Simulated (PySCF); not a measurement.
| atom | x (Å) | y (Å) | z (Å) |
| --- | --- | --- | --- |
| O | 0.1489 | -0.9824 | 0.6829 |
| C | 1.1358 | -0.2919 | 0.0418 |
| O | 2.0827 | 0.2020 | 0.9308 |
| C | 0.4677 | 0.8543 | -0.7817 |
| O | -0.8696 | 0.5581 | -0.9054 |
| Si | -1.4216 | -0.5725 | 0.1641 |
| H | 1.6809 | -0.9605 | -0.6427 |
| H | 1.6327 | 0.4154 | 1.7579 |
| H | 0.9208 | 0.9611 | -1.7705 |
| H | 0.6085 | 1.7898 | -0.2252 |
| H | -1.7220 | -1.8139 | -0.5809 |
| H | -2.8741 | -0.0514 | -0.2241 |
| H | -1.7952 | -0.1077 | 1.5353 |

Geometry: GFN2-xTB.

Theory: UKS B3LYP, pcH-1 on C H O Si, non-relativistic, mean-field spin-orbit, GIAO in PySCF.

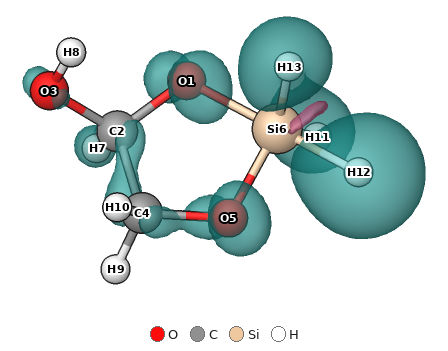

C₂H₇O₃Si (doublet). Isosurfaces of the spin density (α minus β) at +0.02 (teal) and −0.02 e/Å³ (pink), seen across its widest extent.

**Describe the spin distribution.**

The unpaired spin (1 electron) lies mostly on H12 (about 0.4), Si6 (about 0.2), H13 (about 0.1) and H11 (about 0.1), in electrons by Hirshfeld's partition.
